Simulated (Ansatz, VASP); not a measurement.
**NbP: VASP beside Ansatz**

Aim: how closely do two programs agree when they are given the same cell, functional and k mesh?

Calculated with Ansatz 0.2.0; plane waves, with VASP 6.6.1 beside it; single point at PBEsol.

## Step 1: The structure

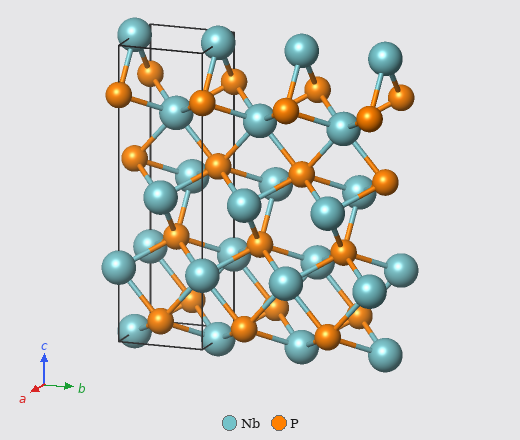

The starting structure, seen slightly off an axis (niobium teal, phosphorus orange). 1×3×1 cells are drawn. This picture shows the conventional cell, with its axes. Some periodic images of atoms are drawn too.

## Step 2: Ansatz: single point, PBEsol

Ansatz runs on its default PAW (the set named soft_2) files.

With cell and atoms fixed, the geometry can't cause a difference; cores, projectors, grids and the points listed under the comparison can.

input.yaml

```yaml
crystal:
  lattice:
    - [-1.6749232544, 1.6749232544, 5.7401081759]
    - [1.6749232544, -1.6749232544, 5.7401081759]
    - [1.6749232544, 1.6749232544, -5.7401081759]
  atoms:
    - { symbol: Nb, position: [0.2498808, 0.7498808, 0.5] }
    - { symbol: Nb, position: [0.4998808, 0.4998808, 0.0] }
    - { symbol: P, position: [0.83274777, 0.33274777, 0.5] }
    - { symbol: P, position: [0.08274777, 0.08274777, 0.0] }
hamiltonian:
  xc: pbesol
  pseudopotentials: { kind: paw }
kpoints:
  mp_grid: { grid: [14, 14, 14] }
scf:
  occupations: { method: gaussian, width: 0.05 }
  n_extra_bands: 5
output:
  forces: true
  stress: true
  eigenvalues: true
```

Started as:

```sh
$ ansatz run input.yaml --threads 2 --pin off --max-ram 4608MiB --backend cpu --events-out ev --progress --plain --runs-dir out
```

Numbers of over 12 decimals in the logs are rounded to 6 here.

The program printed:

```text
basis.fft_grid_basis auto: the FFT boxes are laid along the combinations [[1, 0, 1], [0, 1, 1], [0, 0, 1]] of the cell's own vectors, 3.350, 3.350 and 6.210 Å long. The dense box has 24×24×45 points. Along the cell's own vectors, as sized, it would have 45×45×45, 3.52 times as many. Of the 8 symmetry operations that the crystal satisfies within crystal.symmetry.tolerance (time reversal apart; of a slab, those that ke [...]
scf.n_extra_bands = 5 over 18 filled bands (N_el = 36.0): the run solves 23 bands
Engine: ansatz 0.2.0, aarch64-unknown-linux-gnu
Pseudopotentials: kind: paw
Pseudopotential: Nb, paw, valence charge 13, recommended cutoff 420 eV (normal), Nb.paw.azcp
Pseudopotential: P, paw, valence charge 5, recommended cutoff 420 eV (normal), P.paw.azcp
Functional definition: PBEsol
  exchange = pbesol_x
  correlation = pbesol_c
Crystal: 4 atoms, lattice volume = 64.412 Å³
Basis set: ecut = 420 eV, 1231 PW (Γ), FFT grids on a1+a3, a2+a3, a3, exchange–correlation on 48×48×90 points (8 copies of the dense FFT grid, shifted against one another)
Bands: 23, of which v1, the nominal top of the filled ones, is band 18 counted from 1 (17 counted from 0)
Symmetry: 8 space group operations
Space group: I41md (ITA 109), of the structure as read, at distance tolerance 4.0e-5 Å
k-points: 244 of 2744 (time reversal used)
Non-local potential: Nb, projectors of the file, l = 0: 3, l = 1: 2, l = 2: 2, l = 3: 1
Non-local potential: P, projectors of the file, l = 0: 2, l = 1: 2, l = 2: 2
PAW form: soft (Blöchl's): semilocal exchange-correlation on the pseudo side does not see the compensation charge
PAW frozen core: Nb, regenerated for the run's functional, and the local potential with it (the file was generated under x = pbe(κ = 0.804, μ = 0.219515), c = pbe(β = 0.066725))
PAW frozen core: P, regenerated for the run's functional, and the local potential with it (the file was generated under x = pbe(κ = 0.804, μ = 0.219515), c = pbe(β = 0.066725))
PAW one-centre angular grid: Nb, 590 points (default); XC on 64 Gauss nodes
PAW one-centre angular grid: P, 110 points (default); XC on 64 Gauss nodes
Initial density: superposition of atomic densities (neutral atoms: chi_scale 0, normalization atom), corrected by the library's trained network
Initial wavefunctions: pseudopotential atomic-orbital guess
Functional: x = pbesol(κ = 0.804, μ = 0.123457), c = pbesol(β = 0.046)
SCF iter   1: F=—  HF=-10475.368910 eV  |F-HF|=—  |Δ(HF+E_count)|=         —  Δρ=8.33e-3  dr2=2.77e-2  ethr=1.77e-3  ⟨swp⟩=6.0  Hψ=28433  notcnv=0
preconditioner: auto → Kerker (q_TF=auto, 2.476 Å⁻¹)  [metal: Δε(μ)=0.002 eV  Ē_g=6.813 eV  σ=0.050 eV  W_gap=0.02  n_scr=12 (ndim 8)  ℏωp=20.7 eV  f_vac=0.000  D(μ)=0.47/eV (n_scr^D=2)]
SCF iter   2: F=—  HF=-10475.365562 eV  |F-HF|=—  |Δ(HF+E_count)|=   3.35e-3  Δρ=4.71e-3  dr2=8.63e-3  ethr=7.69e-5  ⟨swp⟩=1.5  Hψ=7772  notcnv=0  defer=8
SCF iter   3: F=—  HF=-10475.364432 eV  |F-HF|=—  |Δ(HF+E_count)|=   1.13e-3  Δρ=6.22e-4  dr2=2.77e-4  ethr=2.40e-5  ⟨swp⟩=2.7  Hψ=8408  notcnv=0  defer=8
SCF iter   4: F=—  HF=-10475.364372 eV  |F-HF|=—  |Δ(HF+E_count)|=   6.02e-5  Δρ=1.13e-4  dr2=7.45e-6  ethr=7.68e-7  ⟨swp⟩=2.2  Hψ=7185  notcnv=0  defer=8
SCF iter   5: F=—  HF=-10475.364369 eV  |F-HF|=—  |Δ(HF+E_count)|=   2.97e-6  Δρ=1.90e-5  dr2=2.42e-7  ethr=2.07e-8  ⟨swp⟩=2.4  Hψ=8078  notcnv=0  defer=8
SCF iter   6: F=-10475.364369 eV  HF=-10475.364369 eV  |F-HF|=6.95e-10  |Δ(HF+E_count)|=   2.33e-8  Δρ=3.99e-6  dr2=8.09e-9  ethr=2.78e-10  ⟨swp⟩=7.8  Hψ=24011  notcnv=0
SCF 1 converged in 6 iterations: F = -10475.364369 eV  dr2 = 8.09e-9
  greatest PAW one-centre occupation: 0.998 electrons in one spin orbital (limit 2), on the Nb atom at site 0 (counted from 0), in its partial waves of l = 0
SCF converged after 6 iterations
Free energy (F): -10475.364369 eV
Harris-Foulkes:  -10475.364369 eV  (|F-HF|=6.95e-10)
Internal energy: -10475.363767 eV  (E = F + TS)
E sigma→0 (E₀):  -10475.364068 eV
Entropy (-TS):   -0.000602 eV (-0.150 meV/atom)
Fermi energy:    14.741571 eV
--- Per-component energies (eV) ---
  E_band       = -150.086630
  E_kinetic    = 932.489891
  E_local      = -1730.822961  (includes V_loc(G=0)·N_el)
  E_nonlocal   = 308.582572
  E_hartree    = 560.764561
  E_xc         = -473.857752
  E_vxc        = -550.213204  (∫ρ·V_xc dr)
  E_paw        = -7143.136113  (= ΣΔE_a)
  E_vpaw       = -231.651216  (= ΣTr[D̂ρ^β])
  E_aug_tail   = 0.000020  (compensation charges beyond the density's cutoff)
  E_ewald      = -2929.853596
  E_core_change = 0.469610  (= ΣΔE_core)
  E_smearing   = -0.000602  (= −TS)
  E_closure    = 0.000000  (closes the sum)
  Σ components = -10475.364369   (vs F -10475.364369, Δ=0.00e0)
--- Forces (eV/Å), atoms counted from 1 ---
  atom   1  Nb     0.00000000    -0.00000000     0.01535329
  atom   2  Nb    -0.00000000    -0.00000000     0.01535329
  atom   3  P      0.00000000     0.00000000    -0.01534756
  atom   4  P     -0.00000000     0.00000000    -0.01534756
  max |Σ_I F_I| component: 1.14e-5 eV/Å
--- Stress (GPa, compression-positive) ---
       -6.358152       0.000000      -0.000000
        0.000000      -6.358152      -0.000000
       -0.000000       0.000000      -6.476676
  P = ⅓ Tr σ = -6.3977 GPa (-63.977 kbar)
--- Band table (eV; the first three rows and the last of 244) ---
  k-point 0: bands = [... 14 lower, 12.5942, 13.0160, 13.3977, 13.3977, 15.5727, 16.3380, 17.3837, 17.8864, ... 1 higher]
  k-point 1: bands = [... 14 lower, 12.5121, 12.8657, 13.4099, 13.5337, 15.3538, 16.0149, 17.3903, 17.5497, ... 1 higher]
  k-point 2: bands = [... 14 lower, 12.1731, 12.9814, 13.7354, 13.8211, 15.0728, 15.3211, 17.1322, 17.6084, ... 1 higher]
  k-point 243: bands = [... 14 lower, 12.0614, 12.0614, 14.2374, 14.2374, 15.9302, 15.9302, 17.0381, 17.0381, ... 1 higher]
```

Elapsed: 18 s, on 2 threads of Arm Neoverse V1, shared host; peak memory 0.59 GiB; 37 s of CPU time.

The run ends at a pressure of -6.40 GPa, with forces up to 0.015 eV/Å.

## Step 3: VASP: single point, PBEsol

The same cell, functional, mesh and smearing now go to VASP, with its own data sets and cutoff.

Lines of VASP's logs that name or quote its potential files are left out, and so is its time.

INCAR

```
SYSTEM = NbP
PREC = Accurate
ENCUT = 400
EDIFF = 1E-05
NELM = 100
ISMEAR = 0
SIGMA = 0.05
LREAL = .FALSE.
ALGO = Normal
GGA = PS
NBANDS = 24
LASPH = .TRUE.
LORBIT = 11
LWAVE = .FALSE.
LCHARG = .FALSE.
KPAR = 8
```

POSCAR

```
NbP
1.0
   -1.6749232544      1.6749232544      5.7401081759
    1.6749232544     -1.6749232544      5.7401081759
    1.6749232544      1.6749232544     -5.7401081759
Nb P
2 2
Direct
    0.2498808000      0.7498808000      0.5000000000
    0.4998808000      0.4998808000      0.0000000000
    0.8327477700      0.3327477700      0.5000000000
    0.0827477700      0.0827477700      0.0000000000
```

KPOINTS

```
Automatic mesh
0
Gamma
14 14 14
0 0 0
```

The projector-augmented-wave data sets are Nb_sv and P (PBE family, release 64).

Started as:

```sh
$ mpirun -np 8 vasp_std
```

The program printed:

```text
[banner, memory and clock lines left out]
running    8 mpi-ranks, on    1 nodes
 distrk:  each k-point on    1 cores,    8 groups
 distr:  one band on    1 cores,    1 groups

 POSCAR found type information on POSCAR NbP
 POSCAR found :  2 types and       4 ions
|                                                                             |
|           W    W    AA    RRRRR   N    N  II  N    N   GGGG   !!!           |
|           W    W   A  A   R    R  NN   N  II  NN   N  G    G  !!!           |
|           W    W  A    A  R    R  N N  N  II  N N  N  G       !!!           |
|           W WW W  AAAAAA  RRRRR   N  N N  II  N  N N  G  GGG   !            |
|           WW  WW  A    A  R   R   N   NN  II  N   NN  G    G                |
|           W    W  A    A  R    R  N    N  II  N    N   GGGG   !!!           |
|                                                                             |
|     For optimal performance we recommend to set                             |
|       NCORE = 2 up to number-of-cores-per-socket                            |
|     NCORE specifies how many cores store one orbital (NPAR=cpu/NCORE).      |
|     This setting can greatly improve the performance of VASP for DFT.       |
|     The default, NCORE=1 might be grossly inefficient on modern             |
|     multi-core architectures or massively parallel machines. Do your        |
|     Unfortunately you need to use the default for GW and RPA                |
|     calculations (for HF NCORE is supported but not extensively tested      |
|     yet).                                                                   |
|                                                                             |

|                                                                             |
|               ----> ADVICE to this user running VASP <----                  |
|                                                                             |
|     You enforced a specific xc type in the INCAR file but a different       |
|     [... a line on the potential file left out ...]
|     I HOPE YOU KNOW WHAT YOU ARE DOING!                                     |
|                                                                             |

 LDA part: xc-table for (Slater+PW92), standard interpolation
 POSCAR, INCAR and KPOINTS ok, starting setup
 FFT: planning ... GRIDC
 FFT: planning ... GRID_SOFT
 FFT: planning ... GRID
 WAVECAR not read
 entering main loop
       N       E                     dE             d eps       ncg     rms          rms(c)
DAV:   1     0.285707410588E+03    0.28571E+03   -0.16968E+04 11736   0.123E+03
DAV:   2    -0.155931253129E+02   -0.30130E+03   -0.29501E+03 14296   0.456E+02
DAV:   3    -0.390820523576E+02   -0.23489E+02   -0.23236E+02 21960   0.932E+01
DAV:   4    -0.401848279392E+02   -0.11028E+01   -0.11000E+01 16992   0.181E+01
DAV:   5    -0.402351711655E+02   -0.50343E-01   -0.50333E-01 19944   0.404E+00    0.132E+01
DAV:   6    -0.378138653471E+02    0.24213E+01   -0.10748E+01 17560   0.207E+01    0.469E+00
DAV:   7    -0.378050839941E+02    0.87814E-02   -0.65630E-01 19176   0.423E+00    0.288E+00
DAV:   8    -0.377919718799E+02    0.13112E-01   -0.68907E-02 16672   0.168E+00    0.439E-01
DAV:   9    -0.377920224502E+02   -0.50570E-04   -0.94030E-03 20608   0.573E-01    0.297E-01
DAV:  10    -0.377921646549E+02   -0.14220E-03   -0.15921E-03 15320   0.392E-01    0.617E-02
DAV:  11    -0.377921352675E+02    0.29387E-04   -0.13014E-04 16064   0.891E-02    0.226E-02
DAV:  12    -0.377921334050E+02    0.18625E-05   -0.65270E-06 11528   0.269E-02
   1 F= -.37792133E+02 E0= -.37791834E+02  d E =-.597855E-03
```

Parts of OUTCAR (step 3):

```text
ion  position               nearest neighbor table
   1  0.250  0.750  0.500-   4 2.55   4 2.55   3 2.55   3 2.55   3 2.55   3 2.55
   2  0.500  0.500  0.000-   3 2.55   3 2.55   4 2.55   4 2.55   4 2.55   4 2.55
   3  0.833  0.333  0.500-   2 2.55   2 2.55   1 2.55   1 2.55   1 2.55   1 2.55
   4  0.083  0.083  0.000-   1 2.55   1 2.55   2 2.55   2 2.55   2 2.55   2 2.55

  LATTYP: Found a body centered tetragonal cell.
 ALAT       =     3.3498465088
 C/A-ratio  =     3.4270872775

 Subroutine GETGRP returns: Found  8 space group operations
 (whereof  4 operations were pure point group operations)

The static configuration has the point symmetry C_2v.
 The point group associated with its full space group is C_4v.

 Found    244 irreducible k-points:

   k-points           NKPTS =    244   k-points in BZ     NKDIM =    244   number of bands    NBANDS=     24

   dimension x,y,z NGX =    42 NGY =   42 NGZ =   42
   dimension x,y,z NGXF=    84 NGYF=   84 NGZF=   84

   ENCUT  =  400.0 eV  29.40 Ry    5.42 a.u.  10.13 10.13 10.13*2*pi/ulx,y,z

   NELECT =      36.0000    total number of electrons

 k-points in reciprocal lattice and weights: Automatic mesh
   0.00000000  0.00000000  0.00000000       0.000
   0.07142857  0.00000000  0.00000000       0.003
   0.14285714 -0.00000000  0.00000000       0.003
   0.21428571 -0.00000000  0.00000000       0.003
   0.28571429  0.00000000  0.00000000       0.003
   0.35714286  0.00000000  0.00000000       0.003
   0.42857143 -0.00000000  0.00000000       0.003
   0.50000000  0.00000000  0.00000000       0.001
   0.07142857  0.07142857  0.00000000       0.003
[...]
-0.42857143 -0.42857143  0.42857143       0.001
   0.50000000  0.50000000  0.50000000       0.000

 average (electrostatic) potential at core
       1 -77.9970       2 -77.9970       3 -77.8500       4 -77.8500

 E-fermi :  10.4594

 k-point     1 :       0.0000    0.0000    0.0000
  band No.  band energies     occupation
    ...
     14       8.2363      2.00000
     15       8.3084      2.00000
     16       8.7314      2.00000
     17       9.1123      2.00000
     18       9.1123      2.00000
     19      11.2917      0.00000
     20      12.0561      0.00000
     21      13.1045      0.00000
     22      13.6056      0.00000
     23      13.6056      0.00000
    ...

 k-point     2 :       0.0714    0.0000    0.0000
  band No.  band energies     occupation
    ...
     14       8.1823      2.00000
     15       8.3533      2.00000
     16       8.6567      2.00000
     17       9.0911      2.00000
     18       9.1820      2.00000
     19      11.1898      0.00000
     20      11.9065      0.00000
     21      13.0120      0.00000
     22      13.4237      0.00000
     23      13.7840      0.00000
    ...

 k-point     3 :       0.1429   -0.0000    0.0000
  band No.  band energies     occupation
    ...
     14       8.0417      2.00000
     15       8.4612      2.00000
     16       8.6894      2.00000
     17       8.9878      2.00000
     18       9.3921      2.00000
     19      11.0059      0.00000
     20      11.6497      0.00000
     21      12.5774      0.00000
     22      13.3336      0.00000
     23      13.7172      0.00000
    ...

  Total       -2.7363647     -2.7363647     -2.7839811      0.0000000      0.0000000      0.0000000
  in kB      -68.0635611    -68.0635611    -69.2479591      0.0000000      0.0000000      0.0000000
  external PRESSURE =     -68.4583604 kB  Pullay stress =       0.0000000 kB

  energy-cutoff  :      400.00
  volume of cell :       64.41
      direct lattice vectors                 reciprocal lattice vectors
    -1.674923254  1.674923254  5.740108176     0.000000000  0.298521140  0.087106372
     1.674923254 -1.674923254  5.740108176     0.298521140  0.000000000  0.087106372
     1.674923254  1.674923254 -5.740108176     0.298521140  0.298521140  0.000000000

 POSITION                                       TOTAL-FORCE (eV/Angst)
 -----------------------------------------------------------------------------------
      1.67492      0.00000      2.86869        -0.000000      0.000000      0.015233
      0.00000      0.00000      5.73874         0.000000     -0.000000      0.015233
      0.00000      1.67492      3.82002        -0.000000     -0.000000     -0.015233
      0.00000      0.00000      0.94996         0.000000      0.000000     -0.015233
 -----------------------------------------------------------------------------------
    total drift:                               -0.000000     -0.000000      0.000466

  FREE ENERGIE OF THE ION-ELECTRON SYSTEM (eV)
  ---------------------------------------------------
  free  energy   TOTEN  =       -37.7921334050 eV

  energy  without entropy=      -37.7915355505  energy(sigma->0) =      -37.79183448

 total charge
# of ion       s       p       d       tot
------------------------------------------
    1        2.154   6.026   2.470  10.650
    2        2.154   6.026   2.470  10.650
    3        1.017   1.516   0.000   2.533
    4        1.017   1.516   0.000   2.533
--------------------------------------------------
tot          6.342  15.085   4.940  26.367

[... 3 further parts left out ...]
```

The run ends at a pressure of -6.85 GPa, with forces up to 0.015 eV/Å.

## Step 4: Differences

Known differences besides the PAW data sets themselves: the cutoff is 420 eV in Ansatz and 400 eV in VASP; Ansatz makes its cores anew for this functional, VASP keeps those of its PBE data sets. Total energies have different zeros and are not compared.

The two programs side by side:

| quantity | Ansatz | VASP | difference |
| --- | --- | --- | --- |
| pressure (GPa) | -6.40 | -6.85 | +0.45 |

## Step 5: Summary of results

| Item | Value |
| --- | --- |
| difference in pressure (single point, PBEsol) | 0.45 GPa |

What this shows: The difference in pressure is 0.45 GPa (single point, PBEsol), within the 1 GPa picked in this series as the mark of a large difference. 1 further run on this material is not shown. How closely two codes agree says nothing of how well the functional describes the real material.

[Lines on the potential files, build, host, timing and source positions are cut from VASP's logs without a mark.]

[Logs are printed without paths, hosts, clocks, repeated set-up lines and the standing remarks that a program may print on its own settings, such as how far it seeks lower states.]

[Hosts, paths, dates, database ids (printed as entryN), source tags and the programs' standing remarks are cut or masked in the printed files.]
